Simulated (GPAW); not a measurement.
WS2 (P6_3/mmc): refractive index against wavelength

The refractive index of WS2 (P6_3/mmc) along x below the direct gap (1.74 eV on the mesh) is read from one computed spectrum, n = √(Re ε). x, y and z are the Cartesian axes of the input cell.

Symmetry: P6_3/mmc, No. 194, hexagonal system. The conventional cell has a = 3.180 Å, b = 3.180 Å, c = 12.500 Å, α = 90.00°, β = 90.00°, γ = 120.00°. W on site c has 6 S at 2.41 Å as nearest neighbours. S on site f has 3 W at 2.41 Å as nearest neighbours.

Method: GPAW 26.7.0, PBE, RPA, k-mesh 12×12×3, local fields up to 50 eV, Lorentzian half width 0.12 eV.

Launch of the response step: `OMP_NUM_THREADS=1 python df.py`. The run took 10.4 min, its band step included, on 1 thread of Arm Neoverse V1, with other jobs on the host.

| wavelength (nm) | photon energy E (eV) | n |
| --- | --- | --- |
| 3000 | 0.413 | 3.5371 |
| 2000 | 0.620 | 3.5661 |
| 1550 | 0.800 | 3.6029 |
| 1310 | 0.946 | ? |
| 1064 | 1.165 | 3.7229 |

In the single-oscillator model n² − 1 = E₀E_d/(E₀² − E²), so 1/(n² − 1) = E₀/E_d − E²/(E₀E_d) is linear in E².

Working, on the rows shown:

| x = E² (eV²) | y = 1/(n² − 1) |
| --- | --- |
| 0.170801 | 0.0868728 |
| 0.384302 | 0.0853456 |
| 0.639837 | 0.0834663 |
| 1.35784 | 0.0777606 |

Means: x̄ = 0.6382, ȳ = 0.083361. Σ(x − x̄)(y − ȳ) = -0.006175, Σ(x − x̄)² = 0.8008. Slope = -0.006175 / 0.8008 = -0.007711; intercept = ȳ − slope · x̄ = 0.088283. Turned back into n, the line misses the rows shown by at most 0.0023.

**Question.** Fill in the last column of the withheld row.

**Answer.** At x = 0.89576 the line gives y = 0.081375, that is 3.6454. The run gave 3.6425, so the interpolation is off by 0.0029, 1.5 % of the range in the table.

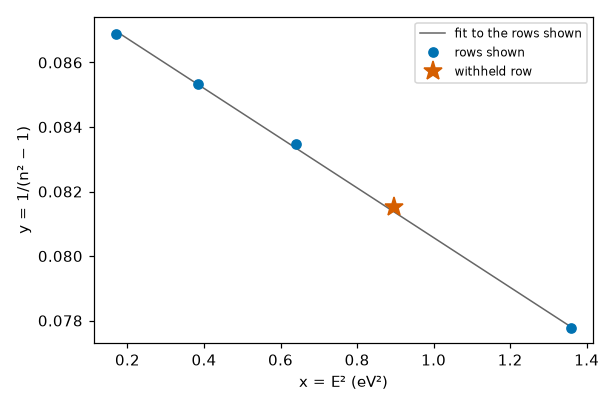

Refitted with all rows, the slope is -0.007678 and the intercept 0.088287. These give E₀ = √(intercept/−slope) = 3.39 eV and E_d = E₀/intercept = 38.4 eV; E₀ is 2.0 times the direct gap. The electronic limit at long wavelengths, without lattice vibrations, is n = √(1 + 1/intercept) = 3.511. The cell comes from an older database entry, whose edges can be off by a per cent or so. Excitons are left out; PBE gaps are as a rule too small. The values come from a sum over the points of one k-mesh and carry its error, which grows as the direct gap shrinks. This version of GPAW has incomplete matrix elements in the optical limit, which can lower ε − 1 by up to a tenth where first-row anions or d states rule. Spin-orbit coupling is left out.
